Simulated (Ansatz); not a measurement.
**CH5BrSi (SMILES C[SiH2]Br): density, localisation and related maps**

Input

```
crystal:
  periodic: [false, false, false]
  atoms:
    - {symbol: C, position_ang: [-2.808699, -0.253733, 0.881197]}
    - {symbol: Br, position_ang: [-2.169981, -1.001823, -2.327598]}
    - {symbol: Si, position_ang: [-1.652993, -1.276229, -0.169325]}
    - {symbol: H, position_ang: [-2.562232, -0.380050, 1.947666]}
    - {symbol: H, position_ang: [-3.852250, -0.564864, 0.724733]}
    - {symbol: H, position_ang: [-2.722131, 0.813070, 0.626786]}
    - {symbol: H, position_ang: [-0.234040, -0.852908, 0.003679]}
    - {symbol: H, position_ang: [-1.776572, -2.730570, 0.134278]}
basis:
  gaussian: {orbitals: def2-TZVPD}
hamiltonian: {xc: pbe0}
output: {forces: true, orbitals: {seedname: orbitals}}
```

Launched as:

```sh
ansatz run input.yaml --threads 2 --pin off --max-ram 4350MiB --events-out events.jsonl --progress --plain --runs-dir runs
```

Geometry: PBE0-D3(BJ)/def2-SVP.

Level of theory: isolated molecule in a Gaussian basis; Kohn-Sham density functional theory, functional PBE0 (Ansatz 0.2.0).

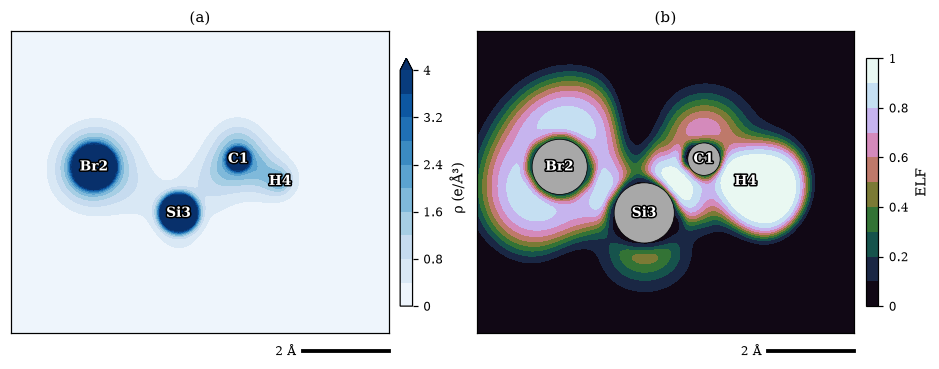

Figure 1. (a) electron density; (b) electron localisation function on the plane of atoms Si3, C1 and H4. Grey discs cover the atomic cores in the ELF map.

Q: Read the bonding off the picture.

A: Atoms in the plane: C, Br, Si and H.
C–Si (1.87 Å): the density is about 0.97 e/Å³ at the midpoint; the ELF peaks at about 0.95 between the atoms (a covalent bond).
Si–Br (2.24 Å): the density is about 0.76 e/Å³ at the midpoint; the ELF peaks at about 0.85 between the atoms: a polar covalent bond.
C–H (1.10 Å): the density is about 1.9 e/Å³ at the midpoint; the ELF climbs to about 1 towards the hydrogen, as it does in any bond to H; a covalent bond by its length.
The ELF also peaks beside Br2, away from the bonds: lone-pair regions.

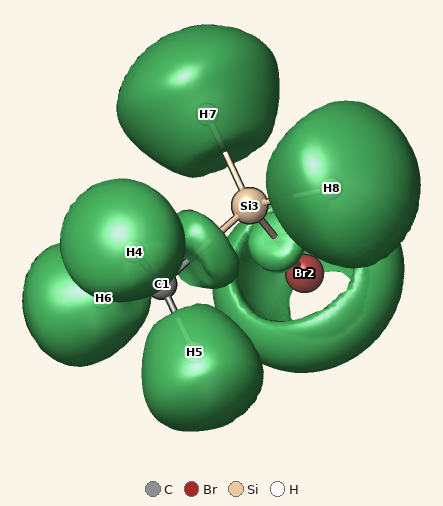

Figure 2. Isosurface of the ELF at 0.8 (green), seen at an oblique angle. Core shells and regions of very low density are left out.

Q: Where are the electrons localised?

A: The surface consists of one region between bonded Br–Si atoms (shared pairs), one region between bonded C–Si atoms (shared pairs), five regions around hydrogen nuclei and one ring or bowl of non-bonding electrons around Br.

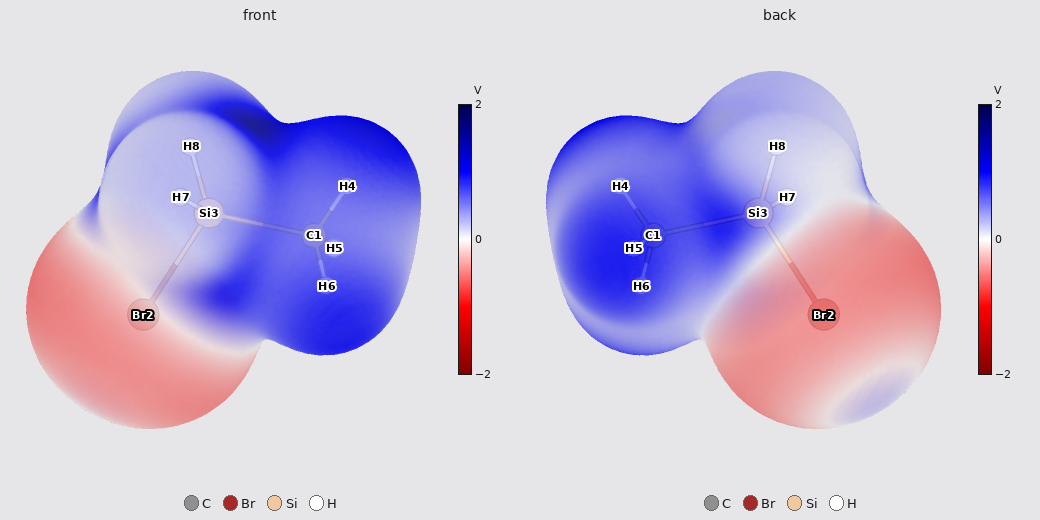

Figure 3. The electrostatic potential painted on the density surface at 0.002 e/bohr³, seen from the front and from behind; the colour scale runs from red (negative) to blue (positive).

Q: Which sites attract a positive test charge, and which a negative one?

A: A positive charge is drawn to the negative regions and a negative charge to the positive ones. The most negative region (about −0.5 V) lies over Br2, the most positive (about +1.5 V) over Si3. Br2 shows a σ-hole: about +0.2 V at the tip opposite its bond, against about −0.5 V on its flanks.
